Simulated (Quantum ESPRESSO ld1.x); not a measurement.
# Atomic calculation, with input and output: F (charge +1.7)

System: Z = 8.7 with 7 electrons in the configuration [He] 2s2 2p3 (open shells shared over both j by 2j + 1).
Method: Dirac Kohn-Sham, relativistic LDA (MacDonald-Vosko exchange, VWN5 correlation), spin-unpolarised, spherical densities, point nucleus (Quantum ESPRESSO ld1.x 7.5).

**The input**
```
 &input
    zed=8.7,
    iswitch=1,
    rel=2,
    dft='RXC-VWN',
    config='[He] 2s2 2p3',
    rel_dist='average',
    lsmall=.true.,
    prefix='ld1',
    max_out_wfc=37,
    file_charge='ld1.rho',
 /
```

Hardware: 1 CPU thread, shared host.

**Output**
```
     Program LD1 v.7.5 starts

     --------------------------- All-electron run ----------------------------

     dirac relativistic calculation

     atomic number is  8.70
     dft =RXC-VWN   lsd =0 sic =0 latt =0  beta=0.20 tr2=1.0E-14
     Exchange-correlation= RXC-VWN
                           (   3   2   0   0   0   0   0)
     mesh =1847 r(mesh) =  99.95069 a.u. xmin = -8.00 dx = 0.00800
     1 Ry =  13.60569312 eV, c = 137.03599908

     n l j   nl                  e(Ry)          e(Ha)          e(eV)
     Spin orbit split results
     1 0 0.5 1S 1( 2.00)       -47.7349       -23.8674      -649.4659
     2 0 0.5 2S 1( 2.00)        -4.2913        -2.1456       -58.3859
     2 1 0.5 2P 1( 1.00)        -3.0190        -1.5095       -41.0759
     2 1 1.5 2P 1( 2.00)        -3.0137        -1.5069       -41.0037
     Averaged results
     1 0     1S 1( 2.00)       -47.7349       -23.8674      -649.4659
     2 0     2S 1( 2.00)        -4.2913        -2.1456       -58.3859
     2 1     2P 1( 3.00)        -3.0155        -1.5077       -41.0278

     final scf error:  6.5E-15 reached in  19 iterations

     Etot =    -179.491194 Ry,     -89.745597 Ha,   -2442.102110 eV

     Ekin =     179.020470 Ry,      89.510235 Ha,    2435.697580 eV
     Encl =    -413.818751 Ry,    -206.909375 Ha,   -5630.290931 eV
     Eh   =      71.539001 Ry,      35.769500 Ha,     973.337690 eV
     Exc  =     -16.231915 Ry,      -8.115957 Ha,    -220.846448 eV

     normalization and overlap integrals

     s(1S/1S) =  1.000000  <r> =   0.1837  <r2> =    0.0455  r(max) =   0.1187
     s(1S/2S) =  0.000000
     s(2S/2S) =  1.000000  <r> =   0.9676  <r2> =    1.1195  r(max) =   0.7716
     s(2P/2P) =  1.000000  <r> =   0.9487  <r2> =    1.1366  r(max) =   0.6843
     s(2P/2P) =  1.000000  <r> =   0.9501  <r2> =    1.1397  r(max) =   0.6843

     ------------------------ End of All-electron run ------------------------
```

**Slater integrals of the outer shells (hartree)**

```
       integral   value
F0(2p3/2,2p3/2)  0.9691
F2(2p3/2,2p3/2)  0.4423
F0(2p3/2,2p1/2)  0.9698
F2(2p3/2,2p1/2)  0.4425
G0(2p3/2,2p1/2)  0.9694
G2(2p3/2,2p1/2)  0.4424
F0(2p3/2,2s1/2)  0.9488
G1(2p3/2,2s1/2)  0.5741
F0(2p3/2,1s1/2)  1.3758
G1(2p3/2,1s1/2)  0.1661
F0(2p1/2,2p1/2)  0.9705
F2(2p1/2,2p1/2)  0.4428
F0(2p1/2,2s1/2)  0.9494
G1(2p1/2,2s1/2)  0.5742
F0(2p1/2,1s1/2)  1.3781
G1(2p1/2,1s1/2)  0.1666
F0(2s1/2,2s1/2)  0.9381
F0(2s1/2,1s1/2)  1.3287
G0(2s1/2,1s1/2)  0.1031
F0(1s1/2,1s1/2)  5.1313
```

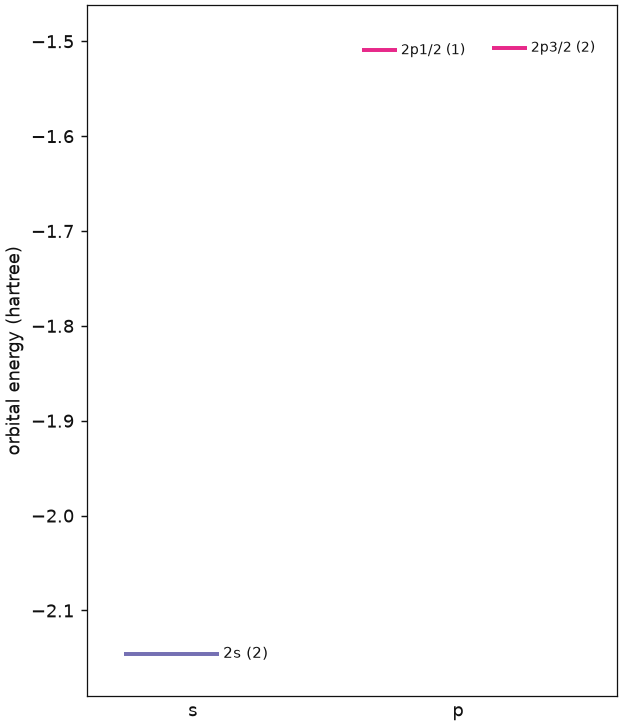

The outer levels are drawn (occupations in brackets, the lower j at the left of each column). The highest occupied level is 2p3/2 at −1.51 hartree. From the top down the occupied levels run 2p3/2 (−1.51 hartree), 2p1/2 (−1.51 hartree), 2s (−2.15 hartree). Spin-orbit splittings: 2p 0.00265 hartree.

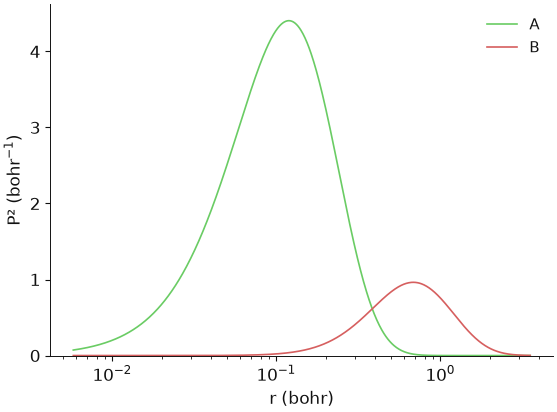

The radial probability densities P² (large components) of 2p3/2 and 1s. A is 1s; B is 2p3/2. 1s: outer maximum at 0.119 bohr, ⟨r⟩ = 0.184 bohr, 0 nodes, eigenvalue −649.5 eV; 2p3/2: outer maximum at 0.684 bohr, ⟨r⟩ = 0.950 bohr, 0 nodes, eigenvalue −41.0 eV.

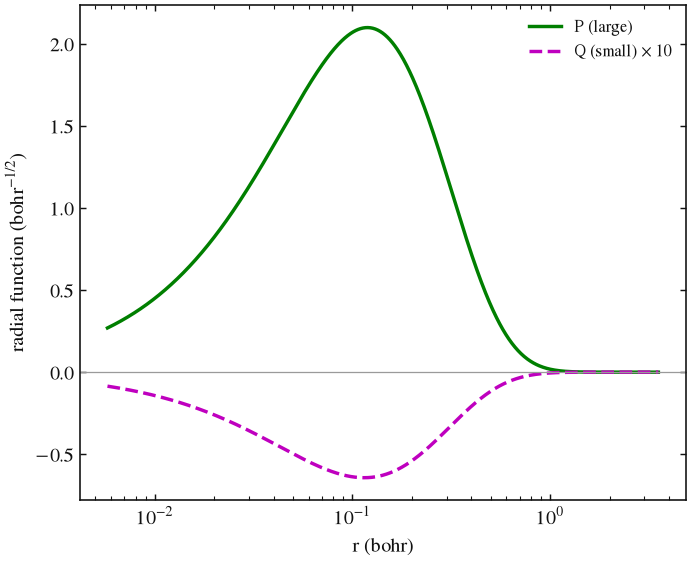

The large and small radial components of the 1s1/2 spinor. The spinor has κ = −1: the large component has l = 0 and 0 radial nodes, the small one has l = 1. The small component carries 0.091 % of the norm; ⟨r⟩ = 0.184 bohr and the eigenvalue is −649.5 eV.

**Results in brief**

- outcome: converged
- total energy: −89.745597 hartree
- kinetic energy: 89.510235 hartree
- electron–nucleus energy: −206.909376 hartree
- Hartree energy: 35.769500 hartree
- exchange–correlation energy: −8.115958 hartree
- radius at density 0.001 e/bohr³: 2.58 bohr
- SCF iterations: 19
- wall time: 1.2 s
